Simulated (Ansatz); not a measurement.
## Molecular dynamics, with input and output: AlH₃ClF

- system: AlH₃ClF
- method: RKS CAM-B3LYP-D4/def2-SVP (Ansatz 0.2.0)

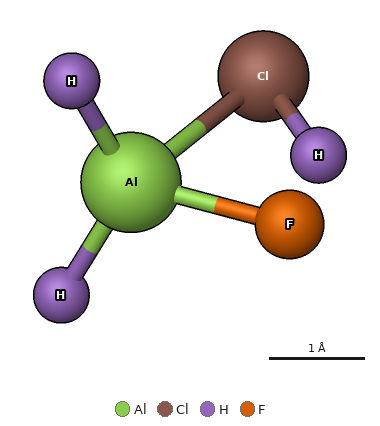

**Figure 1.** The input geometry (ball-and-stick view, seen at a tilt). Sticks mark near contacts.

Input file:
```yaml
crystal:
  periodic: [false, false, false]
  atoms:
    - {symbol: Al, position_ang: [-0.644988, -0.081755, -0.156296]}
    - {symbol: Cl, position_ang: [1.425052, 1.035522, -0.531019]}
    - {symbol: H, position_ang: [-0.930427, -1.038705, -1.370953]}
    - {symbol: H, position_ang: [-1.641013, 0.917888, 0.537419]}
    - {symbol: H, position_ang: [1.306085, -0.011367, 0.497913]}
    - {symbol: F, position_ang: [0.485291, -0.821483, 1.022936]}
basis:
  gaussian: {orbitals: def2-SVP}
hamiltonian: {xc: {name: CAM-B3LYP}, dispersion: d4}
md: {n_steps: 40, timestep: 0.25, temperature: 300, ensemble: nve, seed: 298, initial_velocities: maxwell_boltzmann}
```

Launch command:
```bash
ansatz run in.yaml --threads 2 --pin off --events-out ev --progress --plain --max-ram 4352MiB
```

Log:
```
Functional definition: CAM-B3LYP
  name "CAM-B3LYP"
  cite "Yanai, Tew & Handy, Chem. Phys. Lett. 393, 51 (2004) doi:10.1016/j.cplett.2004.06.011"
  cite "Iikura, Tsuneda, Yanai & Hirao, J. Chem. Phys. 115, 3540 (2001) doi:10.1063/1.1383587"
  cite "Becke, Phys. Rev. A 38, 3098 (1988) doi:10.1103/PhysRevA.38.3098"
  cite "Lee, Yang & Parr, Phys. Rev. B 37, 785 (1988) doi:10.1103/PhysRevB.37.785"
  cite "Vosko, Wilk & Nusair, Can. J. Phys. 58, 1200 (1980) doi:10.1139/p80-159"
  parameter alpha = 0.19
  parameter beta = 0.46
  parameter omega = 0.33/bohr
  parameter ac = 0.81
  # Exact exchange under (alpha + beta erf(omega r))/r, Becke's under what is left of 1/r.
  exchange = (1 - alpha - beta)*b88_x + beta*b88_x_sr(omega) + alpha*exact_x + beta*exact_x_lr(omega)
  correlation = (1 - ac)*vwn5_c + ac*lyp_c
647 factors; integrals over basis functions are off by at most 2.8e-4 eV
226 factors; integrals over basis functions are off by at most 1.2e-6 eV
mean field evaluation 1: about -21877.3196 eV, gradient 2.8e1 eV
mean field evaluation 2: about -21876.7569 eV, gradient 3.7e1 eV
mean field evaluation 4: about -21878.6931 eV, gradient 8.2e-1 eV
mean field evaluation 8: about -21878.6983 eV, gradient 6.0e-3 eV
mean field -21878.69828991 eV, -804.0273322397 hartree, gradient 2.5e-5 eV, S^2 0.000000; 0 other end points of the search recorded, 0 dependent functions left out
the calculation of the forces begins
reference -21878.69839978 eV, -804.0273362775 hartree; 21, 21 occupied and 44, 44 virtual orbitals, 647 factors
md step     0: t =     0.00 fs  T =   300.0 K  F+E_penalty+E_count = -21878.77821981 eV  E_kin = 0.155112 eV  conserved = -21878.62310781 eV  (23 SCF iters)
these checks for a lower state are left out or cut short: starts, cluster_reference, orbital_swaps, neighbouring_geometries, increment
647 factors; integrals over basis functions are off by at most 2.9e-4 eV
226 factors; integrals over basis functions are off by at most 1.2e-6 eV
mean field evaluation 16: about -21878.6973 eV, gradient 1.3e-4 eV
mean field -21878.69730454 eV, -804.0272960283 hartree, gradient 2.3e-5 eV, S^2 0.000000; 0 other end points of the search recorded, 0 dependent functions left out
the calculation of the forces begins
reference -21878.69741445 eV, -804.0273000672 hartree; 21, 21 occupied and 44, 44 virtual orbitals, 647 factors
md step     1: t =     0.25 fs  T =   298.0 K  F+E_penalty+E_count = -21878.77720114 eV  E_kin = 0.154094 eV  conserved = -21878.62310712 eV  (22 SCF iters)
[... from here on the SCF iterations and repeated set-up lines of each step are left out, up to the last step ...]
md step     2: t =     0.50 fs  T =   295.3 K  F+E_penalty+E_count = -21878.77577804 eV  E_kin = 0.152672 eV  conserved = -21878.62310606 eV  (23 SCF iters)
md step     3: t =     0.75 fs  T =   291.8 K  F+E_penalty+E_count = -21878.77396847 eV  E_kin = 0.150864 eV  conserved = -21878.62310467 eV  (23 SCF iters)
md step     4: t =     1.00 fs  T =   287.6 K  F+E_penalty+E_count = -21878.77179578 eV  E_kin = 0.148693 eV  conserved = -21878.62310298 eV  (23 SCF iters)
md step     5: t =     1.25 fs  T =   282.7 K  F+E_penalty+E_count = -21878.76928805 eV  E_kin = 0.146187 eV  conserved = -21878.62310103 eV  (23 SCF iters)
md step     6: t =     1.50 fs  T =   277.3 K  F+E_penalty+E_count = -21878.76647742 eV  E_kin = 0.143379 eV  conserved = -21878.62309887 eV  (23 SCF iters)
md step     7: t =     1.75 fs  T =   271.4 K  F+E_penalty+E_count = -21878.76339924 eV  E_kin = 0.140303 eV  conserved = -21878.62309657 eV  (23 SCF iters)
md step     8: t =     2.00 fs  T =   265.0 K  F+E_penalty+E_count = -21878.76009128 eV  E_kin = 0.136997 eV  conserved = -21878.62309416 eV  (23 SCF iters)
md step     9: t =     2.25 fs  T =   258.2 K  F+E_penalty+E_count = -21878.75659270 eV  E_kin = 0.133501 eV  conserved = -21878.62309164 eV  (23 SCF iters)
md step    10: t =     2.50 fs  T =   251.1 K  F+E_penalty+E_count = -21878.75294358 eV  E_kin = 0.129854 eV  conserved = -21878.62308919 eV  (23 SCF iters)
md step    11: t =     2.75 fs  T =   243.9 K  F+E_penalty+E_count = -21878.74918357 eV  E_kin = 0.126097 eV  conserved = -21878.62308680 eV  (23 SCF iters)
md step    12: t =     3.00 fs  T =   236.5 K  F+E_penalty+E_count = -21878.74535141 eV  E_kin = 0.122267 eV  conserved = -21878.62308452 eV  (23 SCF iters)
md step    13: t =     3.25 fs  T =   229.0 K  F+E_penalty+E_count = -21878.74148412 eV  E_kin = 0.118402 eV  conserved = -21878.62308238 eV  (23 SCF iters)
md step    14: t =     3.50 fs  T =   221.5 K  F+E_penalty+E_count = -21878.73761641 eV  E_kin = 0.114536 eV  conserved = -21878.62308045 eV  (23 SCF iters)
md step    15: t =     3.75 fs  T =   214.1 K  F+E_penalty+E_count = -21878.73377993 eV  E_kin = 0.110701 eV  conserved = -21878.62307870 eV  (23 SCF iters)
md step    16: t =     4.00 fs  T =   206.8 K  F+E_penalty+E_count = -21878.73000303 eV  E_kin = 0.106926 eV  conserved = -21878.62307717 eV  (23 SCF iters)
md step    17: t =     4.25 fs  T =   199.7 K  F+E_penalty+E_count = -21878.72631028 eV  E_kin = 0.103234 eV  conserved = -21878.62307590 eV  (23 SCF iters)
md step    18: t =     4.50 fs  T =   192.7 K  F+E_penalty+E_count = -21878.72272222 eV  E_kin = 0.099647 eV  conserved = -21878.62307487 eV  (23 SCF iters)
md step    19: t =     4.75 fs  T =   186.0 K  F+E_penalty+E_count = -21878.71925523 eV  E_kin = 0.096181 eV  conserved = -21878.62307413 eV  (20 SCF iters)
md step    20: t =     5.00 fs  T =   179.6 K  F+E_penalty+E_count = -21878.71592149 eV  E_kin = 0.092848 eV  conserved = -21878.62307366 eV  (24 SCF iters)
md step    21: t =     5.25 fs  T =   173.4 K  F+E_penalty+E_count = -21878.71272912 eV  E_kin = 0.089656 eV  conserved = -21878.62307343 eV  (20 SCF iters)
md step    22: t =     5.50 fs  T =   167.5 K  F+E_penalty+E_count = -21878.70968247 eV  E_kin = 0.086609 eV  conserved = -21878.62307356 eV  (20 SCF iters)
md step    23: t =     5.75 fs  T =   161.9 K  F+E_penalty+E_count = -21878.70678187 eV  E_kin = 0.083708 eV  conserved = -21878.62307375 eV  (20 SCF iters)
md step    24: t =     6.00 fs  T =   156.6 K  F+E_penalty+E_count = -21878.70402503 eV  E_kin = 0.080951 eV  conserved = -21878.62307417 eV  (20 SCF iters)
md step    25: t =     6.25 fs  T =   151.5 K  F+E_penalty+E_count = -21878.70140662 eV  E_kin = 0.078332 eV  conserved = -21878.62307465 eV  (20 SCF iters)
md step    26: t =     6.50 fs  T =   146.7 K  F+E_penalty+E_count = -21878.69891949 eV  E_kin = 0.075844 eV  conserved = -21878.62307522 eV  (20 SCF iters)
md step    27: t =     6.75 fs  T =   142.1 K  F+E_penalty+E_count = -21878.69655505 eV  E_kin = 0.073479 eV  conserved = -21878.62307583 eV  (20 SCF iters)
md step    28: t =     7.00 fs  T =   137.8 K  F+E_penalty+E_count = -21878.69430408 eV  E_kin = 0.071228 eV  conserved = -21878.62307642 eV  (23 SCF iters)
md step    29: t =     7.25 fs  T =   133.6 K  F+E_penalty+E_count = -21878.69215748 eV  E_kin = 0.069081 eV  conserved = -21878.62307692 eV  (23 SCF iters)
md step    30: t =     7.50 fs  T =   129.6 K  F+E_penalty+E_count = -21878.69010707 eV  E_kin = 0.067030 eV  conserved = -21878.62307732 eV  (23 SCF iters)
md step    31: t =     7.75 fs  T =   125.8 K  F+E_penalty+E_count = -21878.68814639 eV  E_kin = 0.065069 eV  conserved = -21878.62307755 eV  (23 SCF iters)
md step    32: t =     8.00 fs  T =   122.2 K  F+E_penalty+E_count = -21878.68627149 eV  E_kin = 0.063194 eV  conserved = -21878.62307761 eV  (22 SCF iters)
md step    33: t =     8.25 fs  T =   118.8 K  F+E_penalty+E_count = -21878.68448150 eV  E_kin = 0.061404 eV  conserved = -21878.62307743 eV  (22 SCF iters)
md step    34: t =     8.50 fs  T =   115.5 K  F+E_penalty+E_count = -21878.68277935 eV  E_kin = 0.059702 eV  conserved = -21878.62307700 eV  (22 SCF iters)
md step    35: t =     8.75 fs  T =   112.4 K  F+E_penalty+E_count = -21878.68117218 eV  E_kin = 0.058096 eV  conserved = -21878.62307628 eV  (23 SCF iters)
md step    36: t =     9.00 fs  T =   109.5 K  F+E_penalty+E_count = -21878.67967159 eV  E_kin = 0.056596 eV  conserved = -21878.62307519 eV  (23 SCF iters)
md step    37: t =     9.25 fs  T =   106.8 K  F+E_penalty+E_count = -21878.67829415 eV  E_kin = 0.055220 eV  conserved = -21878.62307396 eV  (23 SCF iters)
md step    38: t =     9.50 fs  T =   104.4 K  F+E_penalty+E_count = -21878.67706056 eV  E_kin = 0.053988 eV  conserved = -21878.62307236 eV  (23 SCF iters)
md step    39: t =     9.75 fs  T =   102.4 K  F+E_penalty+E_count = -21878.67599639 eV  E_kin = 0.052926 eV  conserved = -21878.62307077 eV  (23 SCF iters)
these checks for a lower state are left out or cut short: starts, cluster_reference, orbital_swaps, neighbouring_geometries, increment
647 factors; integrals over basis functions are off by at most 3.2e-4 eV
226 factors; integrals over basis functions are off by at most 1.2e-6 eV
mean field -21878.59583023 eV, -804.0235669159 hartree, gradient 1.2e-5 eV, S^2 0.000000; 0 other end points of the search recorded, 0 dependent functions left out
the calculation of the forces begins
reference -21878.59594061 eV, -804.0235709725 hartree; 21, 21 occupied and 44, 44 virtual orbitals, 647 factors
647 factors; integrals over basis functions are off by at most 3.2e-4 eV
226 factors; integrals over basis functions are off by at most 1.2e-6 eV
mean field evaluation 256: about -21878.5921 eV, gradient 9.3e-2 eV
mean field -21878.59583023 eV, -804.0235669159 hartree, gradient 1.2e-5 eV, S^2 0.000000; 1 other end points of the search recorded, 0 dependent functions left out
the calculation of the forces begins
reference -21878.59594061 eV, -804.0235709725 hartree; 21, 21 occupied and 44, 44 virtual orbitals, 647 factors
md step    40: t =    10.00 fs  T =   100.7 K  F+E_penalty+E_count = -21878.67513012 eV  E_kin = 0.052061 eV  conserved = -21878.62306875 eV  (24 SCF iters)
```

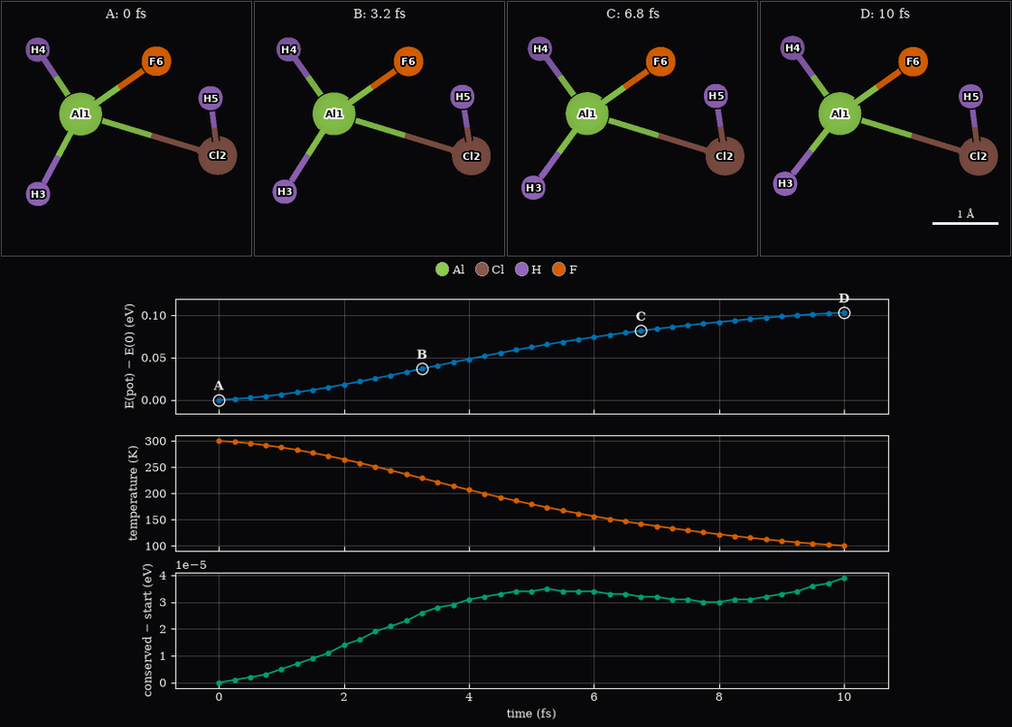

**Figure 2.** Frames of the molecular dynamics (ball-and-stick, seen at a tilt) above the curves, on which the letters mark them. The trajectory kept here has 41 frames over 10 fs. The temperature starts at 300 K, ranges from 101 to 300 K and averages 133 K over the second half. The potential energy ends 0.103 eV above its first value. The conserved quantity stays within 3.9e-05 eV. After an unweighted best fit of the last frame on the first, the root-mean-square displacement is 0.09 Å.

```
Total energy: -21878.67524051 eV, -804.0264851899 hartree
Atom 0 at    -0.640917    -0.103561    -0.143065 Å, force    -1.177084     0.343056    -0.250615 eV/Å
Atom 1 at     1.448277     1.053237    -0.537985 Å, force    -0.209783    -0.395536     0.326944 eV/Å
Atom 2 at    -1.140331    -1.079853    -1.244318 Å, force     0.288867    -0.146385    -0.366093 eV/Å
Atom 3 at    -1.699524     0.811555     0.570134 Å, force     0.180782     0.257906     0.023790 eV/Å
Atom 4 at     1.313899     0.021068     0.525659 Å, force     0.138125     0.222752    -0.287818 eV/Å
Atom 5 at     0.450000    -0.817466     1.007216 Å, force     0.779092    -0.281794     0.553792 eV/Å
Dipole moment:     0.206703     0.044425    -0.017200 e Å
```

Trajectory as extended XYZ (Å, eV, eV/Å), 16 of the 41 frames kept, from step=0 to step=40:
```
6
Properties=species:S:1:pos:R:3:forces:R:3 step=0 time_fs=0.0 energy=-21878.77822 temperature=300.0
Al   -0.6450   -0.0818   -0.1563   -0.3274   0.0162  -0.1386
Cl    1.4251    1.0355   -0.5310    0.0650   0.0513  -0.0285
H    -0.9304   -1.0387   -1.3710    0.0168   0.0295   0.0492
H    -1.6410    0.9179    0.5374    0.0416  -0.0390  -0.0176
H     1.3061   -0.0114    0.4979    0.1615   0.0086   0.0515
F     0.4853   -0.8215    1.0229    0.0425  -0.0666   0.0840
6
Properties=species:S:1:pos:R:3:forces:R:3 step=3 time_fs=0.8 energy=-21878.77397 temperature=291.8
Al   -0.6436   -0.0833   -0.1545   -0.4731  -0.0244  -0.3185
Cl    1.4269    1.0370   -0.5317    0.0180   0.0062  -0.0002
H    -0.9547   -1.0485   -1.3681    0.0825   0.1049   0.1343
H    -1.6482    0.9064    0.5385    0.0533  -0.0078  -0.0027
H     1.2986   -0.0118    0.5017    0.1984   0.0232   0.0380
F     0.4819   -0.8208    1.0211    0.1209  -0.1021   0.1493
6
Properties=species:S:1:pos:R:3:forces:R:3 step=5 time_fs=1.2 energy=-21878.76929 temperature=282.7
Al   -0.6427   -0.0844   -0.1533   -0.5674  -0.0486  -0.4319
Cl    1.4281    1.0380   -0.5321   -0.0122  -0.0241   0.0197
H    -0.9707   -1.0548   -1.3659    0.1260   0.1509   0.1844
H    -1.6529    0.8987    0.5392    0.0597   0.0139   0.0076
H     1.2942   -0.0119    0.5043    0.2199   0.0335   0.0273
F     0.4797   -0.8204    1.0199    0.1741  -0.1255   0.1929
6
Properties=species:S:1:pos:R:3:forces:R:3 step=8 time_fs=2.0 energy=-21878.76009 temperature=265.0
Al   -0.6415   -0.0860   -0.1516   -0.7024  -0.0774  -0.5860
Cl    1.4300    1.0395   -0.5327   -0.0550  -0.0696   0.0509
H    -0.9941   -1.0634   -1.3617    0.1886   0.2098   0.2455
H    -1.6596    0.8873    0.5404    0.0678   0.0471   0.0232
H     1.2886   -0.0121    0.5083    0.2465   0.0496   0.0086
F     0.4764   -0.8198    1.0182    0.2545  -0.1595   0.2577
6
Properties=species:S:1:pos:R:3:forces:R:3 step=11 time_fs=2.8 energy=-21878.74918 temperature=243.9
Al   -0.6404   -0.0876   -0.1500   -0.8269  -0.0943  -0.7150
Cl    1.4318    1.0409   -0.5333   -0.0944  -0.1146   0.0833
H    -1.0164   -1.0710   -1.3561    0.2461   0.2539   0.2863
H    -1.6659    0.8761    0.5416    0.0748   0.0803   0.0381
H     1.2843   -0.0119    0.5124    0.2656   0.0661  -0.0131
F     0.4732   -0.8192    1.0166    0.3347  -0.1914   0.3204
6
Properties=species:S:1:pos:R:3:forces:R:3 step=13 time_fs=3.2 energy=-21878.74148 temperature=229.0
Al   -0.6398   -0.0887   -0.1490   -0.9028  -0.0978  -0.7845
Cl    1.4330    1.0419   -0.5337   -0.1183  -0.1440   0.1053
H    -1.0306   -1.0752   -1.3516    0.2805   0.2738   0.3009
H    -1.6699    0.8688    0.5425    0.0793   0.1018   0.0472
H     1.2822   -0.0117    0.5151    0.2739   0.0773  -0.0291
F     0.4711   -0.8189    1.0155    0.3875  -0.2111   0.3602
6
Properties=species:S:1:pos:R:3:forces:R:3 step=16 time_fs=4.0 energy=-21878.73000 temperature=206.8
Al   -0.6390   -0.0904   -0.1477   -1.0042  -0.0907  -0.8610
Cl    1.4348    1.0433   -0.5343   -0.1504  -0.1868   0.1384
H    -1.0506   -1.0804   -1.3434    0.3246   0.2884   0.3029
H    -1.6756    0.8585    0.5442    0.0862   0.1327   0.0591
H     1.2803   -0.0109    0.5190    0.2792   0.0940  -0.0553
F     0.4681   -0.8184    1.0140    0.4647  -0.2375   0.4159
6
Properties=species:S:1:pos:R:3:forces:R:3 step=19 time_fs=4.8 energy=-21878.71925 temperature=186.0
Al   -0.6384   -0.0921   -0.1466   -1.0892  -0.0685  -0.9018
Cl    1.4366    1.0447   -0.5349   -0.1775  -0.2277   0.1714
H    -1.0688   -1.0841   -1.3337    0.3585   0.2841   0.2805
H    -1.6807    0.8488    0.5461    0.0940   0.1610   0.0681
H     1.2799   -0.0096    0.5226    0.2763   0.1107  -0.0838
F     0.4652   -0.8180    1.0126    0.5380  -0.2596   0.4655
6
Properties=species:S:1:pos:R:3:forces:R:3 step=21 time_fs=5.2 energy=-21878.71273 temperature=173.4
Al   -0.6381   -0.0932   -0.1459   -1.1360  -0.0455  -0.9084
Cl    1.4378    1.0456   -0.5353   -0.1926  -0.2535   0.1930
H    -1.0799   -1.0856   -1.3263    0.3748   0.2708   0.2524
H    -1.6839    0.8428    0.5476    0.0999   0.1782   0.0723
H     1.2805   -0.0084    0.5247    0.2702   0.1217  -0.1039
F     0.4633   -0.8178    1.0118    0.5838  -0.2717   0.4945
6
Properties=species:S:1:pos:R:3:forces:R:3 step=24 time_fs=6.0 energy=-21878.70402 temperature=156.6
Al   -0.6379   -0.0949   -0.1450   -1.1906   0.0005  -0.8869
Cl    1.4396    1.0470   -0.5358   -0.2107  -0.2898   0.2242
H    -1.0949   -1.0868   -1.3141    0.3894   0.2356   0.1915
H    -1.6882    0.8347    0.5502    0.1100   0.2010   0.0755
H     1.2826   -0.0061    0.5275    0.2554   0.1383  -0.1352
F     0.4607   -0.8175    1.0106    0.6465  -0.2856   0.5310
6
Properties=species:S:1:pos:R:3:forces:R:3 step=27 time_fs=6.8 energy=-21878.69655 temperature=142.1
Al   -0.6380   -0.0966   -0.1444   -1.2261   0.0583  -0.8287
Cl    1.4413    1.0482   -0.5363   -0.2230  -0.3224   0.2533
H    -1.1078   -1.0867   -1.3010    0.3917   0.1836   0.1100
H    -1.6919    0.8276    0.5531    0.1217   0.2201   0.0747
H     1.2860   -0.0030    0.5295    0.2354   0.1549  -0.1674
F     0.4582   -0.8173    1.0096    0.7003  -0.2944   0.5581
6
Properties=species:S:1:pos:R:3:forces:R:3 step=29 time_fs=7.2 energy=-21878.69216 temperature=133.6
Al   -0.6381   -0.0977   -0.1440   -1.2390   0.1019  -0.7706
Cl    1.4424    1.0491   -0.5366   -0.2280  -0.3417   0.2711
H    -1.1152   -1.0861   -1.2918    0.3866   0.1408   0.0460
H    -1.6940    0.8236    0.5553    0.1303   0.2305   0.0717
H     1.2890   -0.0005    0.5303    0.2201   0.1660  -0.1889
F     0.4567   -0.8172    1.0091    0.7300  -0.2976   0.5706
6
Properties=species:S:1:pos:R:3:forces:R:3 step=32 time_fs=8.0 energy=-21878.68627 temperature=122.2
Al   -0.6385   -0.0993   -0.1436   -1.2430   0.1720  -0.6575
Cl    1.4440    1.0503   -0.5371   -0.2307  -0.3663   0.2946
H    -1.1246   -1.0845   -1.2780    0.3698   0.0671  -0.0613
H    -1.6966    0.8185    0.5590    0.1441   0.2429   0.0639
H     1.2945    0.0040    0.5307    0.1958   0.1827  -0.2203
F     0.4546   -0.8172    1.0083    0.7640  -0.2984   0.5806
6
Properties=species:S:1:pos:R:3:forces:R:3 step=35 time_fs=8.8 energy=-21878.68117 temperature=112.4
Al   -0.6392   -0.1010   -0.1433   -1.2299   0.2426  -0.5185
Cl    1.4457    1.0514   -0.5374   -0.2276  -0.3843   0.3129
H    -1.1320   -1.0826   -1.2644    0.3439  -0.0137  -0.1766
H    -1.6984    0.8148    0.5629    0.1583   0.2515   0.0519
H     1.3010    0.0095    0.5300    0.1718   0.1989  -0.2494
F     0.4527   -0.8172    1.0078    0.7835  -0.2950   0.5797
6
Properties=species:S:1:pos:R:3:forces:R:3 step=37 time_fs=9.2 energy=-21878.67829 temperature=106.8
Al   -0.6398   -0.1020   -0.1432   -1.2128   0.2868  -0.4151
Cl    1.4467    1.0522   -0.5377   -0.2224  -0.3920   0.3214
H    -1.1359   -1.0814   -1.2559    0.3230  -0.0684  -0.2544
H    -1.6992    0.8130    0.5657    0.1676   0.2552   0.0418
H     1.3059    0.0137    0.5287    0.1570   0.2092  -0.2667
F     0.4515   -0.8173    1.0075    0.7876  -0.2907   0.5730
6
Properties=species:S:1:pos:R:3:forces:R:3 step=40 time_fs=10.0 energy=-21878.67513 temperature=100.7
Al   -0.6409   -0.1036   -0.1431   -1.1771   0.3431  -0.2506
Cl    1.4483    1.0532   -0.5380   -0.2098  -0.3955   0.3269
H    -1.1403   -1.0799   -1.2443    0.2889  -0.1464  -0.3661
H    -1.6995    0.8116    0.5701    0.1808   0.2579   0.0238
H     1.3139    0.0211    0.5257    0.1381   0.2228  -0.2878
F     0.4500   -0.8175    1.0072    0.7791  -0.2818   0.5538
```

Key numbers:

- outcome: finished
- mean temperature over the second half: 133 K
- trajectory: 40 steps, 10 fs
- ensemble: nve
- temperature in the input: 300 K
- time step: 0.25 fs
- potential energy (last step): −21878.6752 eV
- mean-field energy (last step): −21878.5959 eV
- dispersion energy (last step): −0.0793 eV
- SCF solution under orbital rotations (last step): stable
- largest force (length of the vector) (last step): 1.251 eV/Å
- dipole moment (last step): 1.02 D
- hardware: 2 threads of Intel Xeon, 63 GiB of memory available, shared host
- wall time: 33 s (CPU time 62 s)
- peak memory: 0.36 GiB

Notes:

So short a trajectory is not equilibrated.
